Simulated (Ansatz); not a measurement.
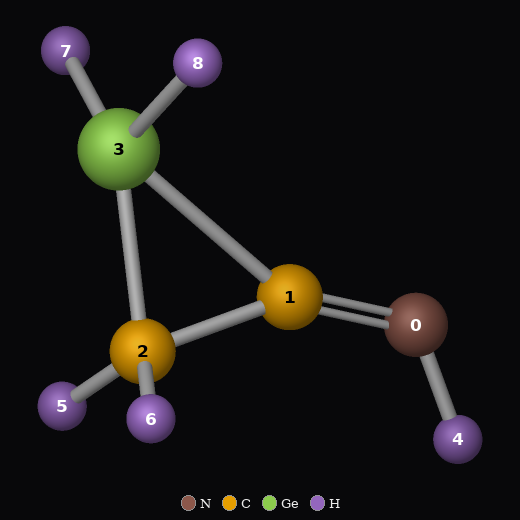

The picture shows the input geometry. Atoms are numbered from 0, in the order of the input.

Input file:

```yaml
crystal:
  periodic: [false, false, false]
  atoms:
    - {symbol: N, position_ang: [-0.985000, 0.834700, -1.494900]}
    - {symbol: C, position_ang: [-0.366500, 0.333100, -0.561900]}
    - {symbol: C, position_ang: [0.834400, 0.228300, 0.229600]}
    - {symbol: Ge, position_ang: [-0.128400, -1.023000, 0.959800]}
    - {symbol: H, position_ang: [-0.613700, 1.629600, -2.082900]}
    - {symbol: H, position_ang: [1.724400, -0.156800, -0.337600]}
    - {symbol: H, position_ang: [1.063100, 1.114200, 0.894300]}
    - {symbol: H, position_ang: [-0.213500, -2.416000, 0.292200]}
    - {symbol: H, position_ang: [-1.226400, -0.590300, 2.084400]}
basis:
  gaussian: {orbitals: def2-SVP}
hamiltonian: {xc: pbe, dispersion: d4}
relax: {f_tol: 0.03, max_steps: 200}
```

It was started with:

```sh
ansatz run in.yaml --threads 2 --pin off --events-out ev --progress --plain --max-ram 4352MiB
```

Result (its end):

```
1129 factors; their error is unknown
mean field -60138.25734657 eV, -2210.0401943115 hartree, gradient 2.2e-5 eV, S^2 0.000000; 1 other end points of the search recorded, 0 dependent functions left out
the calculation of the forces begins
reference -60138.25738160 eV, -2210.0401955989 hartree; 28, 28 occupied and 71, 71 virtual orbitals, 1129 factors
Total energy: -60138.42798274 eV, -2210.0464650751 hartree
Atom 0 at    -1.030400     0.894803    -1.544193 Å, force    -0.022461     0.012408    -0.024719 eV/Å
Atom 1 at    -0.425390     0.321353    -0.591192 Å, force     0.013570    -0.009879     0.021573 eV/Å
Atom 2 at     0.868881     0.303074     0.163378 Å, force     0.024258     0.002038     0.008575 eV/Å
Atom 3 at    -0.481854    -1.041847     0.812740 Å, force    -0.009785    -0.006910     0.003610 eV/Å
Atom 4 at    -0.411518     1.623711    -1.963105 Å, force     0.003798     0.005091    -0.002615 eV/Å
Atom 5 at     1.760747    -0.062700    -0.381919 Å, force    -0.000796     0.003173    -0.004114 eV/Å
Atom 6 at     1.091001     1.181384     0.800606 Å, force    -0.006579     0.000290    -0.006318 eV/Å
Atom 7 at    -0.165114    -2.517287     0.501372 Å, force     0.000889    -0.007436    -0.000096 eV/Å
Atom 8 at    -1.117952    -0.748690     2.185313 Å, force    -0.002895     0.001224     0.004105 eV/Å
Dipole moment:     0.368098     0.025251     0.182839 e Å
```
